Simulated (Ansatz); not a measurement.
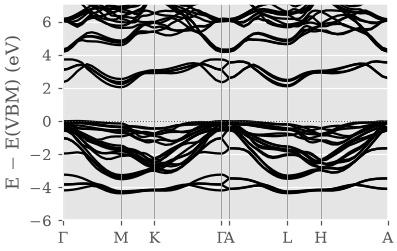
*Band structure from DFT-LDA in the program Ansatz with PAW potentials*

Read off the gap and where the band edges lie.

About 2.0 eV (2.04 eV by a search for the band edges); maximum on the Γ–M line, 24 % of the way from Γ, minimum at M.

Pick the material that matches.
A. MgI2, CdI2 type
B. ZnCdSe2, P3m1 (Zn on 1a, Cd on 1c, Se on 1c, Se on 1a)
C. GeI2, CdI2 type
D. CdI2, P-3m1 (Pearson symbol hP12)

D, CdI2, P-3m1 (Pearson symbol hP12)

The first step of the workflow began from a Materials Project structure, measured or hypothetical; the Crystallography Open Database files this formula in space group No. 164, but the cells were not matched. Whether it is the stable phase at ambient conditions was not checked. The LDA relaxation kept the symmetry of its start; whether a distortion lowers the energy is not shown. A crystal of weakly bound layers computed without a dispersion correction: the cell and the soft elastic constants depend strongly on that. Spin–orbit coupling is left out wherever it is not named.

Potentials: the later of the program's two PAW sets.
